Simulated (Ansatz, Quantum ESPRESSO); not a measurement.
# Sc (P6_3/mmc): electron–phonon coupling with Quantum ESPRESSO, part 2 of 2

Each step names its level of theory.

So far. Step 2 (Relaxing tightly for phonons): The largest force is now zero by symmetry and the largest stress component 0.0095 GPa. Step 3 (Second program, ground state): With these potentials, mesh and smearing the cell is at 0.17 GPa. The relaxed cell has a = 3.319, c = 5.161 Å (conventional setting).

## Step 4: Second program, linear response: Fermi–Dirac smearing of 0.1 eV

Level of this step: DFT PBE, scalar-relativistic, plane waves, GBRV ultrasoft pseudopotentials (Quantum ESPRESSO).

ph.x gives each mode's frequency and linewidth; λ of a mode follows from Gaussian double-delta sums over the k mesh, here at four widths.

Input file ph.in:

```
phonons and couplings
&inputph
   prefix = 'x'
   outdir = './tmp'
   tr2_ph = 1.0d-15
   fildyn = 'x.dyn'
   fildvscf = 'dvscf'
   ldisp = .true.
   nq1 = 3
   nq2 = 3
   nq3 = 2
   electron_phonon = 'simple'
   el_ph_ngauss = 0
   el_ph_sigma = 0.00734986
   el_ph_nsigma = 4
   alpha_mix(1) = 0.5
   amass(1) = 44.9559
/
```

Run with:

```bash
$ OMP_NUM_THREADS=1 mpirun -n 4 ph.x -nk 4 -in ph.in > ph.x.log
```

The program printed:

```text
[banner, memory and clock lines left out]
Program PHONON v.7.5

     ./tmp/x.save/

     IMPORTANT: XC functional enforced from input :
     Exchange-correlation= PBE
                           (   1   4   3   4   0   0   0)
     Any further DFT definition will be discarded
     Please, verify this is what you really want

     G-vector sticks info

     Check: negative core charge=   -0.000002
     Reading collected, re-writing distributed wavefunctions in ./tmp/

     Dynamical matrices for ( 3, 3, 2)  uniform grid of q-points
     (   6 q-points):
       N         xq(1)         xq(2)         xq(3)
       1   0.000000000   0.000000000   0.000000000
       2   0.000000000   0.000000000  -0.321590452
       3   0.000000000   0.384900179   0.000000000
       4   0.000000000   0.384900179  -0.321590452
       5   0.333333333   0.577350269   0.000000000
       6   0.333333333   0.577350269  -0.321590452

     Number and degeneracy of irreps per q-point
       N         xq(1)         xq(2)         xq(3)   N irreps
       1   0.000000000   0.000000000   0.000000000       4
        1   2   1   2
       2   0.000000000   0.000000000  -0.321590452       2
        2   4
       3   0.000000000   0.384900179   0.000000000       6
     No degeneracy
       4   0.000000000   0.384900179  -0.321590452       6
     No degeneracy
       5   0.333333333   0.577350269   0.000000000       4
        1   1   2   2
       6   0.333333333   0.577350269  -0.321590452       3
        2   2   2

     Saving dvscf to file. Distribute only q points, not irreducible representations.

     Calculation of q =    0.0000000   0.0000000   0.0000000

     phonons and couplings

     bravais-lattice index     =            4
     lattice parameter (alat)  =       6.2725  a.u.
     unit-cell volume          =     332.2984 (a.u.)^3
     number of atoms/cell      =            2
     number of atomic types    =            1
     kinetic-energy cut-off    =      45.0000  Ry
     charge density cut-off    =     360.0000  Ry
     convergence threshold     =      1.0E-15
     beta                      =       0.5000
     number of iterations used =            4
     Exchange-correlation= PBE
                           (   1   4   3   4   0   0   0)

     celldm(1)=    6.27254  celldm(2)=    0.00000  celldm(3)=    1.55477
     celldm(4)=    0.00000  celldm(5)=    0.00000  celldm(6)=    0.00000

     crystal axes: (cart. coord. in units of alat)
               a(1) = (  1.0000  0.0000  0.0000 )
               a(2) = ( -0.5000  0.8660  0.0000 )
               a(3) = (  0.0000  0.0000  1.5548 )

     reciprocal axes: (cart. coord. in units 2 pi/alat)
               b(1) = (  1.0000  0.5774 -0.0000 )
               b(2) = (  0.0000  1.1547  0.0000 )
               b(3) = (  0.0000 -0.0000  0.6432 )

     Atoms inside the unit cell:

     Cartesian axes

     site n.  atom      mass           positions (alat units)
        1  Sc     44.9559   tau(    1) = (   -0.00000    0.57735    0.38869  )
        2  Sc     44.9559   tau(    2) = (    0.50000    0.28868    1.16608  )

     Computing dynamical matrix for
                    q = (   0.0000000   0.0000000   0.0000000 )

     25 Sym.Ops. (with q -> -q+G )

     G cutoff =  358.7814  (  38165 G-vectors)     FFT grid: ( 40, 40, 60)
     G cutoff =  179.3907  (  13607 G-vectors)  smooth grid: ( 27, 27, 48)

     number of k points=    76  Fermi-Dirac smearing, width (Ry)=  0.0073

     PseudoPot. # 1 for Sc read from file:
     ./pseudo/Sc.upf
     Pseudo is Ultrasoft + core correction, Zval = 11.0
     Using radial grid of  849 points,  6 beta functions with:
                l(1) =   0
                l(2) =   0
                l(3) =   1
                l(4) =   1
                l(5) =   2
                l(6) =   2
     Q(r) pseudized with  6 coefficients,  rinner =    1.200   1.200   1.200
                                                       1.200   1.200

     Mode symmetry, D_6h(6/mmm) point group:

     Atomic displacements:
     There are    4 irreducible representations

     Representation     1      1 modes -  To be done

     Representation     2      2 modes -  To be done

     Representation     3      1 modes -  To be done

     Representation     4      2 modes -  To be done

     Alpha used in Ewald sum =   2.8000

     Representation #   1 mode #   1

     Self-consistent Calculation

     Pert. #  1: Fermi energy shift (Ry) =    -1.1565E-18     3.0612E-40

      thresh= 1.000E-02 alpha_mix =  0.500 |ddv_scf|^2 =  1.645E-04

     Pert. #  1: Fermi energy shift (Ry) =    -1.1565E-18    -6.1224E-40

      thresh= 1.282E-03 alpha_mix =  0.500 |ddv_scf|^2 =  1.504E-04

     Pert. #  1: Fermi energy shift (Ry) =     7.2280E-20     6.1224E-40

      thresh= 1.226E-03 alpha_mix =  0.500 |ddv_scf|^2 =  2.209E-08

     Pert. #  1: Fermi energy shift (Ry) =    -7.2280E-20     9.5662E-42

      thresh= 1.486E-05 alpha_mix =  0.500 |ddv_scf|^2 =  9.127E-10

     Pert. #  1: Fermi energy shift (Ry) =    -7.2280E-20    -2.3915E-42

      thresh= 3.021E-06 alpha_mix =  0.500 |ddv_scf|^2 =  3.827E-11

     Pert. #  1: Fermi energy shift (Ry) =    -7.2280E-20     1.4947E-43

      thresh= 6.186E-07 alpha_mix =  0.500 |ddv_scf|^2 =  8.886E-13

     Pert. #  1: Fermi energy shift (Ry) =     7.2280E-20    -3.7368E-44

      thresh= 9.427E-08 alpha_mix =  0.500 |ddv_scf|^2 =  2.492E-15

     Pert. #  1: Fermi energy shift (Ry) =     7.2280E-20    -7.4736E-44

      thresh= 4.992E-09 alpha_mix =  0.500 |ddv_scf|^2 =  6.452E-16

     End of self-consistent calculation

     Convergence has been achieved

     Representation #   2 modes #   2   3

     Self-consistent Calculation

     Pert. #  1: Fermi energy shift (Ry) =     1.6986E-18    -4.5918E-41
     Pert. #  2: Fermi energy shift (Ry) =    -1.0119E-18     6.1224E-41

      thresh= 1.000E-02 alpha_mix =  0.500 |ddv_scf|^2 =  1.713E-06

     Pert. #  1: Fermi energy shift (Ry) =     2.4846E-19     1.1575E-40
     Pert. #  2: Fermi energy shift (Ry) =    -8.6059E-19    -6.3137E-41

      thresh= 1.309E-04 alpha_mix =  0.500 |ddv_scf|^2 =  1.278E-08

     Pert. #  1: Fermi energy shift (Ry) =     5.8728E-20     2.9894E-43
     Pert. #  2: Fermi energy shift (Ry) =    -3.1848E-19     2.3915E-43

      thresh= 1.130E-05 alpha_mix =  0.500 |ddv_scf|^2 =  8.504E-10

     Pert. #  1: Fermi energy shift (Ry) =     5.3081E-20     2.9894E-43
     Pert. #  2: Fermi energy shift (Ry) =    -3.4559E-19    -1.3154E-42

      thresh= 2.916E-06 alpha_mix =  0.500 |ddv_scf|^2 =  1.094E-11

[...]
thresh= 3.307E-07 alpha_mix =  0.500 |ddv_scf|^2 =  8.759E-14

[...]
number of atoms/cell      =            2
     number of atomic types    =            1
     number of electrons       =        22.00
     number of Kohn-Sham states=           21
     kinetic-energy cutoff     =      45.0000  Ry
     charge density cutoff     =     360.0000  Ry
     Exchange-correlation= PBE
                           (   1   4   3   4   0   0   0)

     celldm(1)=   6.272542  celldm(2)=   0.000000  celldm(3)=   1.554773
     celldm(4)=   0.000000  celldm(5)=   0.000000  celldm(6)=   0.000000

     crystal axes: (cart. coord. in units of alat)
               a(1) = (   1.000000   0.000000   0.000000 )
               a(2) = (  -0.500000   0.866025   0.000000 )
               a(3) = (   0.000000   0.000000   1.554773 )

     reciprocal axes: (cart. coord. in units 2 pi/alat)
               b(1) = (  1.000000  0.577350 -0.000000 )
               b(2) = (  0.000000  1.154701  0.000000 )
               b(3) = (  0.000000 -0.000000  0.643181 )

     PseudoPot. # 1 for Sc read from file:
     ./pseudo/Sc.upf
     Pseudo is Ultrasoft + core correction, Zval = 11.0
     Using radial grid of  849 points,  6 beta functions with:
[...]
l(5) =   2
                l(6) =   2
     Q(r) pseudized with  6 coefficients,  rinner =    1.200   1.200   1.200
                                                       1.200   1.200

     atomic species   valence    mass     pseudopotential
     Sc               11.00    44.95590     Sc( 1.00)

     24 Sym. Ops., with inversion, found

   Cartesian axes

     site n.     atom                  positions (alat units)
         1        Sc     tau(   1) = (  -0.0000000   0.5773503   0.3886931  )
         2        Sc     tau(   2) = (   0.5000000   0.2886751   1.1660794  )

     number of k points=   248  Fermi-Dirac smearing, width (Ry)=  0.0073

     Number of k-points >= 100: set verbosity='high' to print them.

     Dense  grid:    38165 G-vectors     FFT dimensions: (  40,  40,  60)

     Smooth grid:    13607 G-vectors     FFT dimensions: (  27,  27,  48)

     Check: negative core charge=   -0.000002

     The potential is recalculated from file :
     ./tmp/_ph0/x.q_6/x.save/charge-density

     Starting wfcs are   26 atomic wfcs

     Band Structure Calculation
     Davidson diagonalization with overlap

     ethr =  4.55E-11,  avg # of iterations = 14.4

     End of band structure calculation

     Number of k-points >= 100: set verbosity='high' to print the bands.

     the Fermi energy is     9.2426 ev

     Writing config to output data dir ./tmp/_ph0/x.q_6/x.save/ :
     XML data file

     phonons and couplings

     bravais-lattice index     =            4
     lattice parameter (alat)  =       6.2725  a.u.
     unit-cell volume          =     332.2984 (a.u.)^3
     number of atoms/cell      =            2
     number of atomic types    =            1
     kinetic-energy cut-off    =      45.0000  Ry
     charge density cut-off    =     360.0000  Ry
     convergence threshold     =      1.0E-15
     beta                      =       0.5000
     number of iterations used =            4
     Exchange-correlation= PBE
                           (   1   4   3   4   0   0   0)

     celldm(1)=    6.27254  celldm(2)=    0.00000  celldm(3)=    1.55477
     celldm(4)=    0.00000  celldm(5)=    0.00000  celldm(6)=    0.00000

     crystal axes: (cart. coord. in units of alat)
               a(1) = (  1.0000  0.0000  0.0000 )
               a(2) = ( -0.5000  0.8660  0.0000 )
               a(3) = (  0.0000  0.0000  1.5548 )

     reciprocal axes: (cart. coord. in units 2 pi/alat)
               b(1) = (  1.0000  0.5774 -0.0000 )
               b(2) = (  0.0000  1.1547  0.0000 )
               b(3) = (  0.0000 -0.0000  0.6432 )

     Atoms inside the unit cell:

     Cartesian axes

     site n.  atom      mass           positions (alat units)
        1  Sc     44.9559   tau(    1) = (   -0.00000    0.57735    0.38869  )
        2  Sc     44.9559   tau(    2) = (    0.50000    0.28868    1.16608  )

     Computing dynamical matrix for
                    q = (   0.3333333   0.5773503  -0.3215905 )

     12 Sym.Ops. (no q -> -q+G )

     G cutoff =  358.7814  (  38165 G-vectors)     FFT grid: ( 40, 40, 60)
     G cutoff =  179.3907  (  13607 G-vectors)  smooth grid: ( 27, 27, 48)

     number of k points=   248  Fermi-Dirac smearing, width (Ry)=  0.0073

     PseudoPot. # 1 for Sc read from file:
     ./pseudo/Sc.upf
     Pseudo is Ultrasoft + core correction, Zval = 11.0
     Using radial grid of  849 points,  6 beta functions with:
                l(1) =   0
                l(2) =   0
                l(3) =   1
                l(4) =   1
                l(5) =   2
                l(6) =   2
     Q(r) pseudized with  6 coefficients,  rinner =    1.200   1.200   1.200
                                                       1.200   1.200

     Atomic displacements:
     There are    3 irreducible representations

     Representation     1      2 modes -  To be done

     Representation     2      2 modes -  To be done

     Representation     3      2 modes -  To be done

     Alpha used in Ewald sum =   2.8000

     Representation #   1 modes #   1   2

     Self-consistent Calculation

[...]
End of self-consistent calculation

     Convergence has been achieved

     Representation #   2 modes #   3   4

     Self-consistent Calculation

[...]
End of self-consistent calculation

     Convergence has been achieved

     Representation #   3 modes #   5   6

     Self-consistent Calculation

      thresh= 1.000E-02 alpha_mix =  0.500 |ddv_scf|^2 =  1.389E-05

      thresh= 3.727E-04 alpha_mix =  0.500 |ddv_scf|^2 =  7.707E-06

      thresh= 2.776E-04 alpha_mix =  0.500 |ddv_scf|^2 =  9.576E-09

      thresh= 9.786E-06 alpha_mix =  0.500 |ddv_scf|^2 =  3.044E-10

      thresh= 1.745E-06 alpha_mix =  0.500 |ddv_scf|^2 =  7.059E-12

      thresh= 2.657E-07 alpha_mix =  0.500 |ddv_scf|^2 =  3.596E-13

      thresh= 5.997E-08 alpha_mix =  0.500 |ddv_scf|^2 =  1.240E-14

      thresh= 1.113E-08 alpha_mix =  0.500 |ddv_scf|^2 =  5.739E-16

     End of self-consistent calculation

     Convergence has been achieved

     Number of q in the star =    2
     List of q in the star:
          1   0.333333333   0.577350269  -0.321590452
          2  -0.333333333  -0.577350269   0.321590452

     Diagonalizing the dynamical matrix

     q = (    0.333333333   0.577350269  -0.321590452 )

 **************************************************************************
     freq (    1) =       3.284096 [THz] =     109.545649 [cm-1]
     freq (    2) =       3.284096 [THz] =     109.545649 [cm-1]
     freq (    3) =       5.882022 [THz] =     196.203118 [cm-1]
     freq (    4) =       5.882022 [THz] =     196.203118 [cm-1]
     freq (    5) =       5.884114 [THz] =     196.272921 [cm-1]
     freq (    6) =       5.884114 [THz] =     196.272921 [cm-1]
 **************************************************************************

     Gaussian Broadening:   0.007 Ry, ngauss=   0
     DOS = 26.823791 states/spin/Ry/Unit Cell at Ef=  9.238677 eV
     double delta at Ef =**********
[...]
Gaussian Broadening:   0.015 Ry, ngauss=   0
     DOS = 27.159010 states/spin/Ry/Unit Cell at Ef=  9.241098 eV
     double delta at Ef =**********
[...]
Gaussian Broadening:   0.022 Ry, ngauss=   0
     DOS = 25.496950 states/spin/Ry/Unit Cell at Ef=  9.243752 eV
     double delta at Ef =**********
[...]
lambda(    5)=  0.0807   gamma=   68.01 GHz
     lambda(    6)=  0.0807   gamma=   68.01 GHz

     Gaussian Broadening:   0.029 Ry, ngauss=   0
     DOS = 23.922636 states/spin/Ry/Unit Cell at Ef=  9.249694 eV
     double delta at Ef =**********
     lambda(    1)=  0.1484   gamma=   36.57 GHz
     lambda(    2)=  0.1484   gamma=   36.57 GHz
     lambda(    3)=  0.0463   gamma=   36.59 GHz
     lambda(    4)=  0.0463   gamma=   36.59 GHz
     lambda(    5)=  0.0749   gamma=   59.23 GHz
     lambda(    6)=  0.0749   gamma=   59.23 GHz
```

Run time: 49 min. Hardware: 4 MPI ranks of Arm Neoverse V1, shared host; 3.3 h of CPU time.

Numbers from this step:

```yaml
highest_frequency_solved_or_plainly_interpolated: 224.4 cm⁻¹
omega_log_against_width: 18.93, 18.59, 18.55, 18.55 meV, at widths 0.1 to 0.4 eV
```

As ph.x prints them, no sum rule imposed; at the zone centre the sum is no linewidth. Double-delta sums:

```tsv
q1	q2	q3	star	mode	omega (meV)	lambda_q, sigma 0.1 eV	lambda_q, sigma 0.2 eV	lambda_q, sigma 0.3 eV	lambda_q, sigma 0.4 eV	half width at sigma 0.2 (meV)
0	0	0	1	1	0.8547	0	0	0	0	4.14e-5
0	0	0	1	2	1.035	0	0	0	0	4.14e-5
0	0	0	1	3	1.035	0	0	0	0	4.14e-5
0	0	0	1	4	16.71	0.3783	0.206	0.1411	0.1078	0.3607
0	0	0	1	5	16.71	0.3783	0.206	0.1411	0.1078	0.3607
0	0	0	1	6	27.83	0.0555	0.0388	0.0366	0.0378	0.1882
0	0	0.5	1	1	11.94	0.0215	0.0374	0.0484	0.0551	0.03342
0	0	0.5	1	2	11.94	0.0215	0.0374	0.0484	0.0551	0.03342
0	0	0.5	1	3	11.94	0.0215	0.0374	0.0484	0.0551	0.03342
0	0	0.5	1	4	11.94	0.0215	0.0374	0.0484	0.0551	0.03342
0	0	0.5	1	5	20.02	0.0314	0.0675	0.0673	0.0625	0.1696
0	0	0.5	1	6	20.02	0.0314	0.0675	0.0673	0.0625	0.1696
0	0.3333	0	6	1	12.73	0.0551	0.0713	0.0679	0.0646	0.07246
0	0.3333	0	6	2	13.74	0.1026	0.1071	0.0938	0.0846	0.1267
0	0.3333	0	6	3	21.64	0.0546	0.052	0.0518	0.0519	0.1526
0	0.3333	0	6	4	23.12	0.0659	0.0617	0.0494	0.0417	0.2068
0	0.3333	0	6	5	24.22	0.1045	0.0897	0.0798	0.0711	0.33
0	0.3333	0	6	6	26.97	0.0114	0.0174	0.0205	0.0238	0.07936
0	0.3333	0.5	6	1	16.55	0.1054	0.109	0.1084	0.1021	0.1873
0	0.3333	0.5	6	2	16.55	0.1054	0.109	0.1085	0.1021	0.1873
0	0.3333	0.5	6	3	18.19	0.0542	0.0505	0.0515	0.049	0.1048
0	0.3333	0.5	6	4	18.19	0.0542	0.0505	0.0515	0.049	0.1048
0	0.3333	0.5	6	5	24.32	0.07	0.063	0.0626	0.0603	0.2338
0	0.3333	0.5	6	6	24.32	0.07	0.063	0.0626	0.0603	0.2338
0.3333	0.3333	0	2	1	20.78	0.1205	0.1018	0.0914	0.086	0.2758
0.3333	0.3333	0	2	2	20.78	0.1205	0.1018	0.0914	0.086	0.2758
0.3333	0.3333	0	2	3	21.85	0.0685	0.0549	0.0502	0.047	0.1644
0.3333	0.3333	0	2	4	21.85	0.0685	0.0549	0.0502	0.047	0.1644
0.3333	0.3333	0	2	5	24.86	0.0194	0.0203	0.0198	0.0196	0.0787
0.3333	0.3333	0	2	6	25.12	0.1145	0.0805	0.0736	0.0741	0.3186
0.3333	0.3333	0.5	2	1	13.58	0.1763	0.1757	0.1627	0.1484	0.2033
0.3333	0.3333	0.5	2	2	13.58	0.1763	0.1757	0.1627	0.1484	0.2033
0.3333	0.3333	0.5	2	3	24.33	0.0375	0.0493	0.0473	0.0463	0.183
0.3333	0.3333	0.5	2	4	24.33	0.0375	0.0493	0.0473	0.0463	0.183
0.3333	0.3333	0.5	2	5	24.33	0.0835	0.086	0.0807	0.0749	0.3195
0.3333	0.3333	0.5	2	6	24.33	0.0835	0.086	0.0807	0.0749	0.3195
```

Mean over the q mesh without its centre; few wavevectors enter, so none of the widths can be taken as converged. The coupling constant λ, lambda by Gaussian width:

```tsv
Gaussian width (eV)	coupling constant λ, lambda
0.100	0.440
0.200	0.437
0.300	0.417
0.400	0.395
```

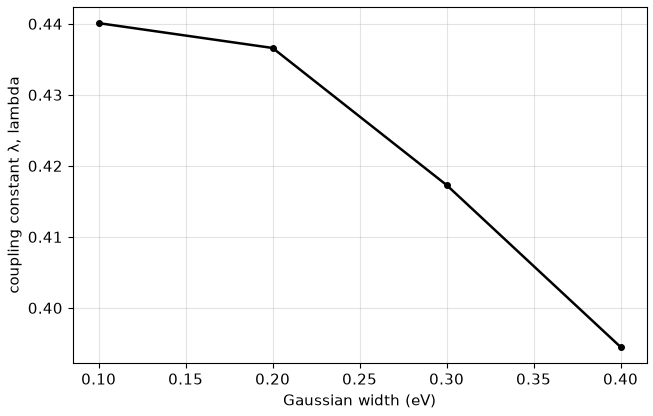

Coupling constant λ, lambda, plotted against Gaussian width.

λ runs from 0.440 at 0.1 eV to 0.395 at 0.4 eV.

## Step 5: Results

```json
{
  "phonon run of the rows without a label of their own": "PBE, q 3×3×2, k 12×12×6",
  "coupling λ by Gaussian sums at 0.2 eV, Quantum ESPRESSO, GBRV, cutoff 612 eV, q 3×3×2, k 12×12×6": "0.437"
}
```

Under gradient-corrected functionals ph.x can misplace modes where the density is low; no frozen-phonon run checks these frequencies. In the last run that gave them, λ from the Gaussian sums is steady within 12 % between widths of 0.1 and 0.4 eV; these sums hold few wavevectors and leave out the zone centre.

[Logs are printed without paths, hosts, clocks, repeated set-up lines and the standing remarks that a program may print on its own settings, such as how far it seeks lower states.]

[Hosts, paths, dates, database ids (printed as entryN), source tags and the programs' standing remarks are cut or masked in the printed files.]
